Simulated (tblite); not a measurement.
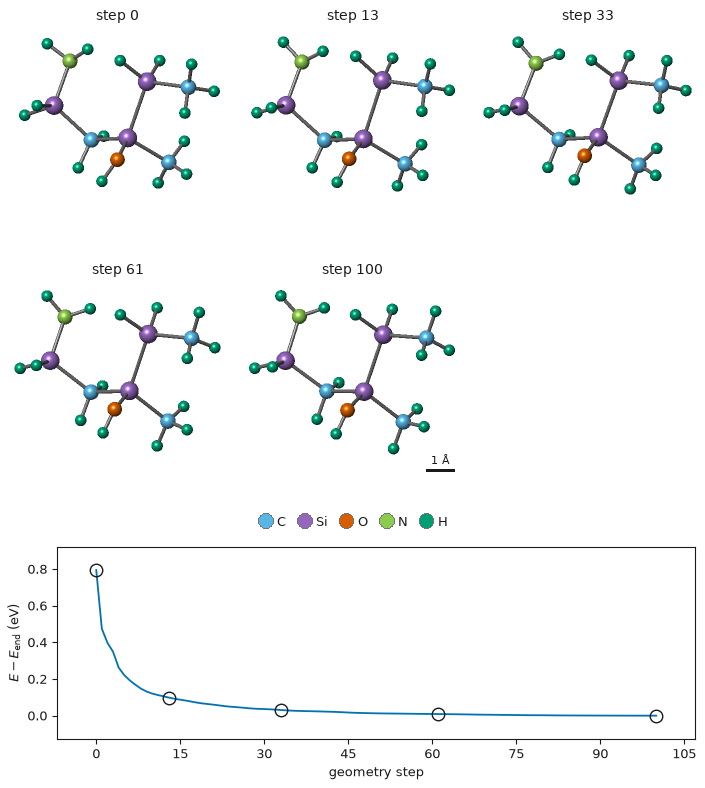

Frames of a relaxation of C3H15NOSi3, marked on the history of the run. A ball-and-stick model, seen at a tilt.

Theory: GFN2-xTB geometry optimisation, gas phase in tblite 0.8.0. 

Q: Describe the path.

A: Over 100 geometry steps the energy falls by 0.794 eV. The largest moves after the best rigid fit, 0.60 Å, are those of H atoms. Largest moves by element: H 0.60 Å, O 0.29 Å, N 0.23 Å, C 0.21 Å, Si 0.15 Å. Near-neighbour distances that change, for instance: Si–Si 2.225 → 2.310 Å, C–Si 1.827 → 1.910 Å, N–Si 1.790 → 1.723 Å, O–Si 1.704 → 1.642 Å. Bond angles that change, for instance: Si–O–H 107.4° → 121.8°, Si–N–H 107.8° → 118.3°, Si–Si–C 105.7° → 113.7°. Groups turn about C–Si by about 25°, C–Si by about 25°. The run took 1.2 s on 1 thread of Arm Neoverse V1 (shared host). From step 0 to 13: an H atom moves most (0.19 Å), energy −0.696 eV. From step 13 to 33: H atoms move most (0.21 Å), energy −0.068 eV. From step 33 to 61: an H atom moves most (0.23 Å), energy −0.022 eV. From step 61 to 100: an H atom moves most (0.21 Å), energy −0.009 eV.

```json
{"step": "0", "E − E(0), eV": "0.0000"}
{"step": "1", "E − E(0), eV": "-0.3198"}
{"step": "2", "E − E(0), eV": "-0.3969"}
{"step": "3", "E − E(0), eV": "-0.4457"}
{"step": "4", "E − E(0), eV": "-0.5319"}
{"step": "5", "E − E(0), eV": "-0.5731"}
{"step": "6", "E − E(0), eV": "-0.6024"}
{"step": "7", "E − E(0), eV": "-0.6259"}
{"step": "8", "E − E(0), eV": "-0.6472"}
{"step": "9", "E − E(0), eV": "-0.6630"}
{"step": "10", "E − E(0), eV": "-0.6740"}
{"step": "15", "E − E(0), eV": "-0.7073"}
{"step": "19", "E − E(0), eV": "-0.7278"}
{"step": "24", "E − E(0), eV": "-0.7455"}
{"step": "29", "E − E(0), eV": "-0.7573"}
{"step": "34", "E − E(0), eV": "-0.7656"}
{"step": "38", "E − E(0), eV": "-0.7699"}
{"step": "43", "E − E(0), eV": "-0.7743"}
{"step": "48", "E − E(0), eV": "-0.7802"}
{"step": "53", "E − E(0), eV": "-0.7828"}
{"step": "57", "E − E(0), eV": "-0.7843"}
{"step": "62", "E − E(0), eV": "-0.7859"}
{"step": "67", "E − E(0), eV": "-0.7881"}
{"step": "72", "E − E(0), eV": "-0.7899"}
{"step": "76", "E − E(0), eV": "-0.7915"}
{"step": "81", "E − E(0), eV": "-0.7925"}
{"step": "86", "E − E(0), eV": "-0.7934"}
{"step": "91", "E − E(0), eV": "-0.7939"}
{"step": "95", "E − E(0), eV": "-0.7942"}
{"step": "100", "E − E(0), eV": "-0.7944"}
```
